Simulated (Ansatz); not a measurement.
The starting structures come from a database of crystals and need not be the phases stable at ambient conditions.

 Where the default PAW files enter, the runs use the earlier of Ansatz's two default sets.

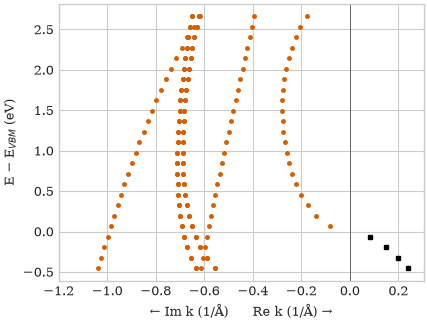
Complex bands at the centre of the two-dimensional zone; PBEsol in Ansatz (a program for electronic structure)

No gap correction and no spin-orbit coupling; mid-gap values are interpolated between computed energies.

### Question
This is BaO (P6_3/mmc, NiAs type, not sure to be the ambient phase, 4 atoms a cell, 21.0 Å³ an atom, -4 GPa at this level) along the normal of (001). Read off the slowest decay at the centre of the two-dimensional zone at 1.24 eV, the computed energy nearest the middle of the gap.

### Answer
κ ≈ 0.27 1/Å, a decay length 1/(2κ) of the density of 1.8 Å.
